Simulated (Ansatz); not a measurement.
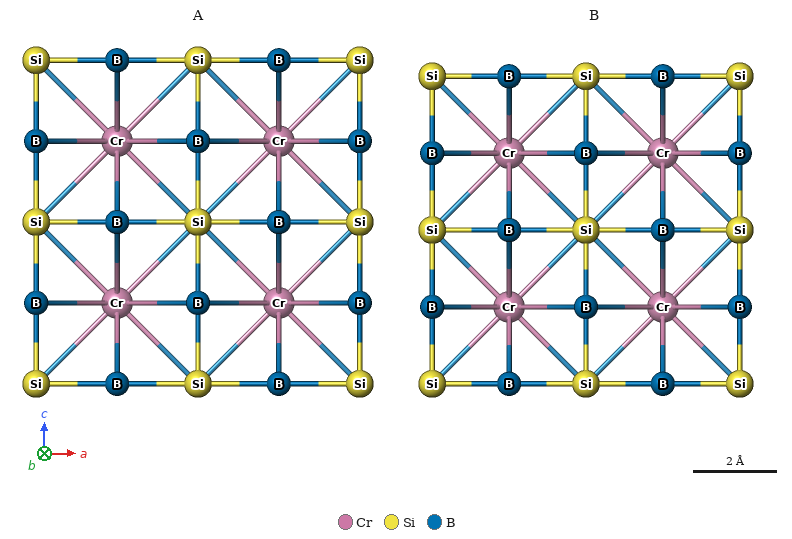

Two geometries of a crystal of CrSiB3 (a generated structure, set up in Pm-3m) (coarse preliminary run), drawn at one scale. One is the start of a relaxation, the other its converged end. A ball-and-stick model of the cell of the calculation, repeated 2 × 1 × 2 with one cell outlined, seen along the b axis.

Level of theory: DFT PBE, scalar-relativistic, plane waves, PAW in Ansatz. Set-up: plane-wave cutoff 420 eV; k-point mesh 6 × 6 × 6; occupations gaussian; smearing width 0.1 eV; collinear spin; cell and atoms relaxed; force threshold 0.04 eV/Å; at most 70 steps.

Question: Which geometry has the lower energy?

Answer: Structure A is the relaxed one. The energy falls by 101 meV per atom in 4 accepted moves (6 points after the start). All forces vanish by symmetry, so only the cell relaxes. The pressure goes from 21.42 to 0.01 GPa. The SCF was repeated twice at an unchanged geometry on a basis and grid sized afresh for the cell, which shifted the energy by 2.7 meV per atom at most. No atom moves by more than 0.005 Å relative to the cell. Cell: a = b = c 3.731 → 3.925 Å (+5.2 %). Volume +16.4 %. Near-neighbour distances that change, for instance: B–Cr 2.638 → 2.775 Å, B–Si 1.865 → 1.962 Å. The space group stays Pm-3m (No. 221). The run took 26 s on 1 thread of Arm Neoverse V1, with other jobs on the host, peak memory 0.34 GiB.
